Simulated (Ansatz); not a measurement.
# CCSD(T)/def2-TZVP (core potential) run of IF (iodine monofluoride)

What is the electronic atomisation energy of IF (iodine monofluoride) at CCSD(T)/def2-TZVP (core potential)? 

The results are computed with Ansatz 0.2.0.

27 further runs of the same task are left out: 1 that didn't finish, 26 set aside as unsound or not needed.

## 1. The system as given

IF: 2 atoms, total charge 0, spin state singlet. As SMILES, `FI`. The bond length is the measured one.

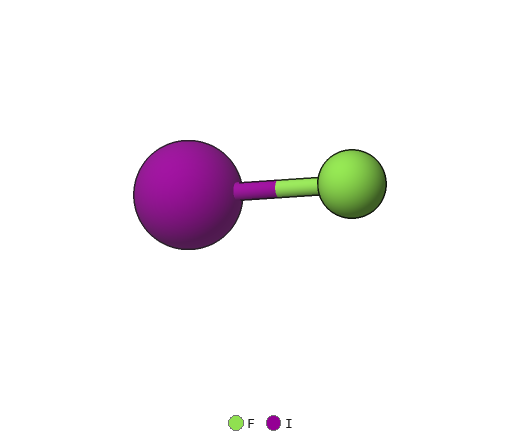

The structure, seen from a chosen angle (fluorine green, iodine purple).

## 2. The energy at CCSD(T)/def2-TZVP (core potential)

Contents of in.yaml:

```yaml
crystal:
  periodic: [false, false, false]
  atoms:
    - {symbol: F, position_ang: [0.000000, 0.000000, 0.000000]}
    - {symbol: I, position_ang: [0.000000, 0.000000, 1.909759]}
basis:
  gaussian: {orbitals: def2-TZVP}
correlation: {method: ccsd_t, frozen_orbitals: {F: 1, I: 4}}
accuracy: high
scf: {omitted_lower_state_checks: [cluster_reference, increment]}
```

Launch:

```sh
$ ansatz run in.yaml --threads 1 --pin off --max-ram 3480MiB --events-out events.jsonl --progress --plain --runs-dir runs
```

The program printed:

```text
Warning: RAYON_NUM_THREADS=1 ignored (pool sized by the plan → 1); use --threads N
Functional definition: HF
  name "HF"
  exchange = exact_x
  correlation = 0
these checks for a lower state are left out or cut short: cluster_reference, increment
1278 factors; integrals over basis functions are off by at most 3.2e-9 eV
mean field evaluation 1: about -10777.4600 eV, gradient 2.3e1 eV
mean field evaluation 2: about -10777.4809 eV, gradient 2.3e1 eV
mean field evaluation 4: about -10778.3917 eV, gradient 2.1e0 eV
mean field evaluation 8: about -10778.4015 eV, gradient 1.0e-4 eV
mean field -10778.40145861 eV, -396.0989477411 hartree, gradient 4.9e-8 eV, S^2 0.000000; 0 other end points of the search recorded, 0 dependent functions left out
5 core orbitals not correlated: weight in the atoms' cores, before any rotation towards them, 1.000 or more for the frozen orbitals, at most 0.000 for the correlated occupied ones
reference -10778.40145861 eV, -396.0989477411 hartree; 12, 12 occupied and 64, 64 virtual orbitals, 1278 factors
second order -20.29413982 eV of doubles, -0.00000000 eV of singles
cycle   1  -19.08736228 eV  change     1.2e0 eV  update   9.8e-2
cycle   2  -19.51603301 eV  change   -4.3e-1 eV  update   3.5e-2
cycle   3  -19.63002816 eV  change   -1.1e-1 eV  update   1.6e-2
cycle   4  -19.60678259 eV  change    2.3e-2 eV  update   4.2e-3
cycle   5  -19.60432840 eV  change    2.5e-3 eV  update   1.7e-3
cycle   6  -19.60627472 eV  change   -1.9e-3 eV  update   5.5e-4
cycle   7  -19.60627139 eV  change    3.3e-6 eV  update   2.0e-4
cycle   8  -19.60611507 eV  change    1.6e-4 eV  update   5.4e-5
cycle   9  -19.60612880 eV  change   -1.4e-5 eV  update   1.6e-5
cycle  10  -19.60614194 eV  change   -1.3e-5 eV  update   4.1e-6
cycle  11  -19.60613650 eV  change    5.4e-6 eV  update   1.3e-6
cycle  12  -19.60613844 eV  change   -1.9e-6 eV  update   5.0e-7
cycle  13  -19.60613823 eV  change    2.1e-7 eV  update   1.9e-7
cycle  14  -19.60613854 eV  change   -3.1e-7 eV  update   8.2e-8
cycle  15  -19.60613850 eV  change    4.5e-8 eV  update   3.1e-8
cycle  16  -19.60613814 eV  change    3.6e-7 eV  update   1.1e-7
cycle  17  -19.60613820 eV  change   -6.2e-8 eV  update   3.2e-8
cycle  18  -19.60613819 eV  change    1.2e-8 eV  update   1.1e-8
cycle  19  -19.60613819 eV  change    1.4e-9 eV  update   4.1e-9
cycle  20  -19.60613819 eV  change   -1.2e-9 eV  update   1.4e-9
perturbative correction -0.47852866 eV, -0.0175856040 hartree
Total energy: -10798.48612546 eV, -396.8370456339 hartree
Checks for a lower state left out: cluster_reference, increment
```

Run time: 5.7 s. Hardware: 1 thread of Arm Neoverse V2, shared host; peak memory 0.34 GiB.

## 3. The F atom, same level

Contents of molecule.yaml:

```yaml
crystal:
  periodic: [false, false, false]
  atoms:
    - symbol: F
      position_ang: [0.000000, 0.000000, 0.000000]
basis:
  gaussian:
    orbitals: def2-TZVP
accuracy: high
magnetization:
  spin_polarized: true
  initial_magnetization: 1
correlation:
  method: ccsd_t
  frozen_orbitals: {F: 1}
scf:
  omitted_lower_state_checks: [cluster_reference, increment]
```

Run the same way, it converges to -99.62506 Eh (log not shown).

## 4. The I atom, same level

Contents of job.yaml:

```yaml
crystal:
  periodic: [false, false, false]
  atoms:
    - {symbol: I, position_ang: [0.000000, 0.000000, 0.000000]}
basis:
  gaussian:
    orbitals: def2-TZVP
scf:
  omitted_lower_state_checks: [cluster_reference, increment]
magnetization:
  spin_polarized: true
  initial_magnetization: 1
accuracy: high
correlation:
  method: ccsd_t
  frozen_orbitals: {I: 4}
```

Run the same way, it converges to -297.11169 Eh (log not shown).

## 5. Summary of results

Level: CCSD(T)/def2-TZVP (core potential), 5 core orbitals frozen.

| quantity | value |
| --- | --- |
| molecule: total energy | -396.83705 Eh |
| molecule: correlation energy (5 core orbitals frozen) | -738.1 mEh |
| molecule: (T) correction | -17.59 mEh |
| molecule: T1 diagnostic | 0.012 |
| F atom: total energy | -99.62506 Eh |
| F atom: correlation energy (1 core orbital frozen) | -213.3 mEh |
| F atom: (T) correction | -3.43 mEh |
| F atom: ⟨S²⟩ of the reference determinant | 0.754 |
| F atom: T1 diagnostic | 0.006 |
| I atom: total energy | -297.11169 Eh |
| I atom: correlation energy (4 core orbitals frozen) | -453.1 mEh |
| I atom: (T) correction | -7.15 mEh |
| I atom: ⟨S²⟩ of the reference determinant | 0.760 |
| I atom: T1 diagnostic | 0.007 |
| electronic atomisation energy | 2.729 eV |

In words: Taking the molecule apart into free atoms costs 2.73 eV (263 kJ/mol), before zero-point energy and without spin-orbit coupling. The triples (molecule) make up 2.4 % of the correlation energy. The triples (F atom) make up 1.6 % of the correlation energy. The triples (I atom) make up 1.6 % of the correlation energy.
